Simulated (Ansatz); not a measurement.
# Mo wire along [110], 23 atoms a period: bands along the axis, part 2 of 2

What gap, if any, does the Mo wire along [110], 23 atoms a period have, and how many channels would it open?

Ansatz 0.2.0; DFT PBE, plane waves, PAW; relaxation of a wire's period; PAW set soft_1 (the session's first sound run).

So far: The starting structure; Relaxing the period.

**2. Relaxing the period (continued)**

Relaxation path:

| step | energy less that of the first step (eV) | largest force component (eV/Å) | pressure (GPa) | volume (Å³) |
| --- | --- | --- | --- | --- |
| 1 | 0.0000 | 2.8551 | -6.11 | 1145.00 |
| 2 | -3.5670 | 0.4490 | -0.80 | 1110.14 |
| 3 | -3.4507 | 0.5723 | 1.07 | 1088.03 |
| 4 | -3.6361 | 0.5578 | -0.27 | 1093.56 |
| 5 | -3.7322 | 0.1398 | -0.05 | 1099.11 |
| 6 | -3.7393 | 0.0703 | -0.02 | 1102.66 |
| 7 | -3.7410 | 0.1338 | 0.03 | 1102.75 |
| 8 | -3.7443 | 0.0454 | 0.02 | 1103.07 |
| 9 | -3.7456 | 0.0959 | -0.06 | 1102.44 |
| 10 | -3.7507 | 0.0671 | -0.02 | 1103.40 |
| 11 | -3.7509 | 0.0487 | 0.01 | 1102.96 |
| 12 | -3.7525 | 0.0226 | -0.01 | 1102.79 |
| 13* | -3.7490 | 0.0225 | -0.01 | 1102.79 |

Relaxation steps marked * repeat the geometry before them on a plane-wave basis chosen anew for their cell, so energy and pressure can jump there. Relaxation step 3 was tried and not accepted.

Forces are held to the 8 operations that the run works with; a distortion that breaks them can't arise in this run.

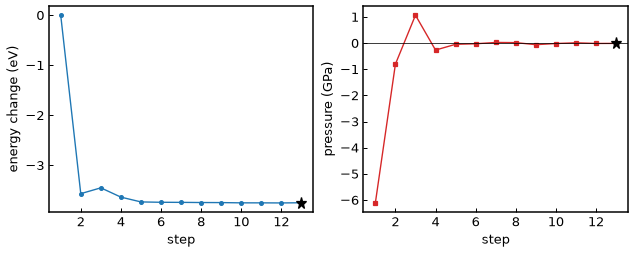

Energy and pressure along the relaxation. Stars mark steps on a basis chosen anew.

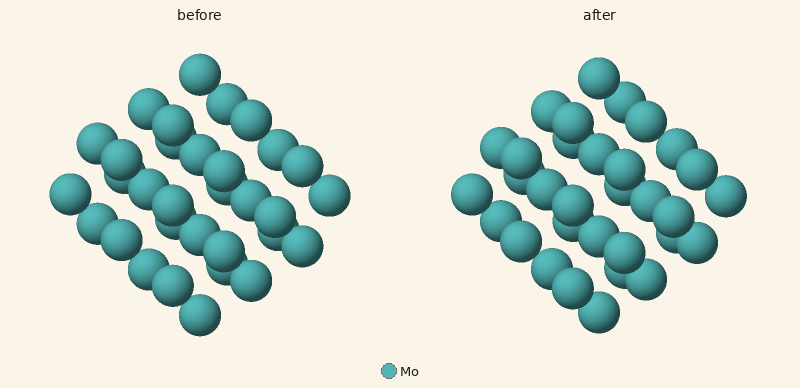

The structure before and after the relaxation, drawn at the same scale.

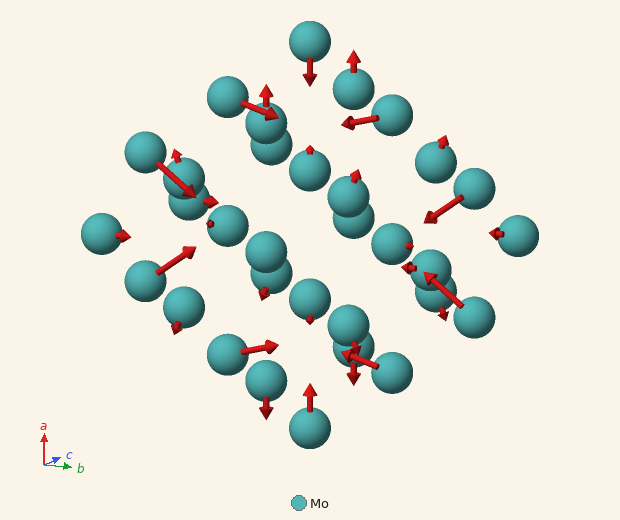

Displacements in the relaxation, exaggerated, measured against the changing cell; the longest in the cell stands for 0.23 Å. Some periodic images of atoms are drawn too.

| cell as run | before | after | change |
| --- | --- | --- | --- |
| c (Å) | 4.469 | 4.304 | -3.7 % |

The atoms that moved most (Å, along periodic axes as changes of fractional coordinates times the final cell, across vacuum about the mean position):

| atom | dx | dy | dz | length |
| --- | --- | --- | --- | --- |
| Mo17 | -0.135 | -0.189 | 0.000 | 0.232 |
| Mo12 | 0.135 | -0.189 | 0.000 | 0.232 |
| Mo15 | -0.135 | 0.189 | 0.000 | 0.232 |
| Mo10 | 0.135 | 0.189 | 0.000 | 0.232 |
| Mo18 | -0.049 | 0.181 | 0.000 | 0.187 |
| Mo8 | 0.049 | 0.181 | 0.000 | 0.187 |
| Mo19 | -0.049 | -0.181 | 0.000 | 0.187 |
| Mo9 | 0.049 | -0.181 | 0.000 | 0.187 |

This step gave:

* energy at zero smearing: -113961.3871 eV
* cell length along the wire: 4.304 Å

The cell's length comes to 4.304 Å with spin left out.

**3. The wire at its relaxed period**

This step: DFT PBE, plane waves, PAW; bands of a perfect wire; PAW set soft_1 (Ansatz 0.2.0).

At the relaxed period the bands are computed along the axis; those that cross an energy going forward count the channels that a perfect wire would open there.

The input, input.yaml:

```yaml
crystal:
  lattice:
    - [16.28, 0.0, 0.0]
    - [0.0, 15.738, 0.0]
    - [0.0, 0.0, 4.3041741094]
  atoms:
    - { symbol: Mo, position: [0.299707543, 0.49999459, 0.0] }
    - { symbol: Mo, position: [0.399289245, 0.643434046, 0.0] }
    - { symbol: Mo, position: [0.5, 0.49999459, 0.0] }
    - { symbol: Mo, position: [0.5, 0.779352686, 0.0] }
    - { symbol: Mo, position: [0.600710755, 0.643434046, 0.0] }
    - { symbol: Mo, position: [0.700292457, 0.49999459, 0.0] }
    - { symbol: Mo, position: [0.21664596, 0.49999459, 0.5] }
    - { symbol: Mo, position: [0.308915037, 0.369504756, 0.5] }
    - { symbol: Mo, position: [0.308915037, 0.630484424, 0.5] }
    - { symbol: Mo, position: [0.411218646, 0.228047467, 0.5] }
    - { symbol: Mo, position: [0.400385898, 0.49999459, 0.5] }
    - { symbol: Mo, position: [0.411218646, 0.771941713, 0.5] }
    - { symbol: Mo, position: [0.5, 0.355893085, 0.5] }
    - { symbol: Mo, position: [0.5, 0.644096095, 0.5] }
    - { symbol: Mo, position: [0.588781354, 0.228047467, 0.5] }
    - { symbol: Mo, position: [0.599614102, 0.49999459, 0.5] }
    - { symbol: Mo, position: [0.588781354, 0.771941713, 0.5] }
    - { symbol: Mo, position: [0.691084963, 0.369504756, 0.5] }
    - { symbol: Mo, position: [0.691084963, 0.630484424, 0.5] }
    - { symbol: Mo, position: [0.78335404, 0.49999459, 0.5] }
    - { symbol: Mo, position: [0.399289245, 0.356555134, 0.0] }
    - { symbol: Mo, position: [0.5, 0.220636494, 0.0] }
    - { symbol: Mo, position: [0.600710755, 0.356555134, 0.0] }
kpoints:
  mp_grid: { grid: [1, 1, 19] }
  band_path: { path: ["Γ", Z], npoints: 90 }
scf:
  occupations: { method: fermi_dirac, width: 0.05 }
hamiltonian:
  xc: pbe
  pseudopotentials: { kind: paw, azcp: { folder: soft_1 } }
output:
  dos: { e_range: [-5, 4] }
  write_potential: true
  write_density: true
  volumetric_format: npy
```

On the command line:

```bash
$ ansatz run input.yaml --threads 4 --pin off --max-ram 16384MiB --backend cpu --events-out ev --progress --plain --runs-dir out
```

Numbers of over 12 decimals in the logs are rounded to 6 here.

Output:

```text
[...]
Crystal: 23 atoms, lattice volume = 1102.792 Å³
Basis set: ecut = 420 eV, 21529 PW (Γ)
Bands: 194, of which v1, the nominal top of the filled ones, is band 161 counted from 1 (160 counted from 0)
Symmetry: 8 space group operations
[...]
k-points: 10 of 19
[...]
SCF iter   1: F=—  HF=-113984.363176 eV  |F-HF|=—  |Δ(HF+E_count)|=         —  Δρ=5.97e-2  dr2=1.83e2  ethr=3.10e-3  ⟨swp⟩=10.7  Hψ=10081  notcnv=0
[...]
SCF iter  13: F=-113961.515835 eV  HF=-113961.515835 eV  |F-HF|=1.97e-8  |Δ(HF+E_count)|=   2.76e-8  Δρ=1.14e-6  dr2=3.63e-8  ethr=3.11e-11  ⟨swp⟩=14.4  Hψ=6448  notcnv=0
SCF 1 converged in 13 iterations: F = -113961.515835 eV  dr2 = 3.63e-8
[...]
NSCF: frozen V_eff on 91 k-points
WARN: The output density's exchange-correlation potential varies sharply where the density is thin. Do not read a vacuum level from v_tot or v_xc, or from such a field of the output density. On a cell that repeats whose density bears no net charge and no dipole along the vacuum's axis use v_es (v_loc + v_h of the components); under efield.dipole_correction with no amplitude use v_es + v_field, which holds any externa [...]
SCF converged after 13 iterations
Free energy (F): -113961.515835 eV
[...]
Internal energy: -113961.262845 eV  (E = F + TS)
E sigma→0 (E₀):  -113961.389340 eV
Entropy (-TS):   -0.252990 eV (-11.000 meV/atom)
Fermi energy:    4.482847 eV
[...]
--- Band table (eV; the first three rows and the last of 10) ---
  k-point 0: bands = [... 157 lower, 3.8361, 4.0445, 4.3681, 4.5081, 4.5362, 4.5373, 4.6257, 4.6597, ... 29 higher]
  k-point 1: bands = [... 157 lower, 3.8772, 4.0541, 4.3559, 4.5161, 4.5309, 4.5372, 4.6361, 4.6396, ... 29 higher]
  k-point 2: bands = [... 157 lower, 4.0002, 4.0788, 4.3246, 4.5267, 4.5355, 4.5490, 4.5796, 4.6679, ... 29 higher]
  k-point 9: bands = [... 157 lower, 3.8693, 4.2010, 4.2680, 4.2964, 4.3408, 4.5150, 4.5453, 4.6108, ... 29 higher]
```

Wall time 5.1 min (4 threads of Arm Neoverse V2, shared host); peak memory 9.7 GiB; 20 min of CPU time.

In the SCF lines HF is the Harris–Foulkes energy and dr2 the Hartree energy of the density residual, in eV; the loop may stop once dr2 is under the threshold and the program's other checks hold. Hψ counts applications of the Hamiltonian.

This step gave:

- energy at zero smearing: -113961.3893 eV
- band gap: 0 eV

The electronic bands at the labelled points (eV, zero at the Fermi level; # counts the bands kept):

| point | #44 | #45 | #46 | #47 | #48 | #49 | #50 | #51 |
| --- | --- | --- | --- | --- | --- | --- | --- | --- |
| Γ | -0.65 | -0.44 | -0.11 | 0.03 | 0.05 | 0.05 | 0.14 | 0.18 |
| Z | -0.61 | -0.30 | -0.23 | -0.19 | -0.16 | 0.03 | 0.05 | 0.13 |

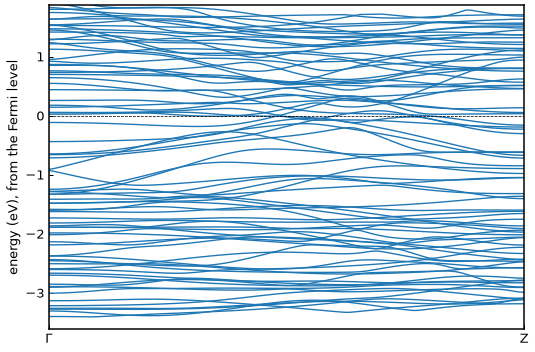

Electronic bands along the path.

Between Γ and Z the bands cross the Fermi level 6 times, so a perfect wire would conduct at least 6 G₀, with spin left out.

**4. What came out**

```yaml
cell_length_pbe: 4.304 Å
ballistic_conductance_by_band_crossings_a_lower_bound_pbe: 6 G₀
```

In words: Under PBE the cell's length is 4.30 Å, and the bands cross the Fermi level 6 times between Γ and Z, which gives a perfect wire at least 6 G₀ (opposite crossings within one step of the path cancel in such a count). No spin was allowed, though thin wires with open d shells can turn magnetic.

[Logs are printed without paths, hosts, clocks, repeated set-up lines and the standing remarks that a program may print on its own settings, such as how far it seeks lower states.]

[Hosts, paths, dates, database ids (printed as entryN), source tags and the programs' standing remarks are cut or masked in the printed files.]
